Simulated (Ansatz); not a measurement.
# Is the response still linear at 0.35 V/Å? CrGe2N4 bilayer, AA'

The dipole of a slab grows in proportion to a weak field along its normal. Does the weak-field slope carry to a strong field?

**Method.** Ansatz 0.2.0, plane waves with PAW datasets (its set soft_2), PBE-D3(BJ); atoms held at their relaxed places, 18 Å of vacuum, dipole correction, cell area 7.49 Å², 18×18 k-points, smearing 0.02585 eV. Without field the slab has a gap of 0.13 eV.

| run | field (V/Å) | dipole (e·Å) |
| --- | --- | --- |
| run 1 | −0.10 | −0.07349 |
| run 2 | 0.00 | −0.00001 |
| run 3 | 0.10 | 0.07349 |
| run 4 | 0.35 | ? |

Q: Estimate the withheld value from the rows shown.

A least-squares line through the 3 rows shown has slope 0.734900 and intercept −0.000003; no row lies more than 0.00001 e·Å off it. A perfect conductor with that slope would be 180.95 × 0.73490 / 7.49 = 17.75 Å thick. At 0.35 it gives 0.734900 × 0.35 + (−0.000003) = 0.25721 e·Å, beyond the rows fitted. Rounding and scatter of the rows alone allow about ±0.00002 e·Å there.

The run itself gives 0.26066 e·Å: a miss of +0.00345 e·Å. That is 1.3 % of the induced dipole, a small departure from the straight line; meanwhile the gap has gone from 0.13 eV to under 0.05 eV.

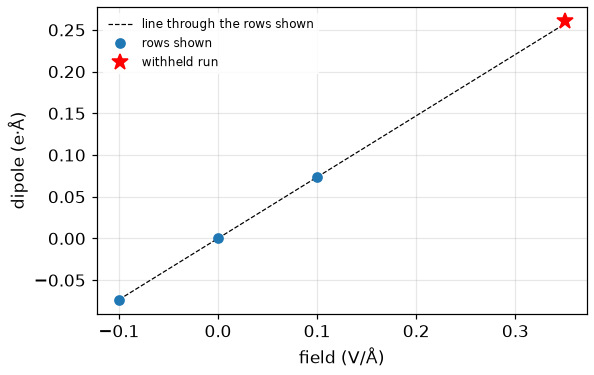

The fit and the withheld run.

**Limits.** Ions are held, so this is the electronic response. Of the series that stay linear within 1 %, this collection keeps about one in seven, and it keeps all that bend. With a small gap or none the response hangs on mesh and smearing, which were not varied here.
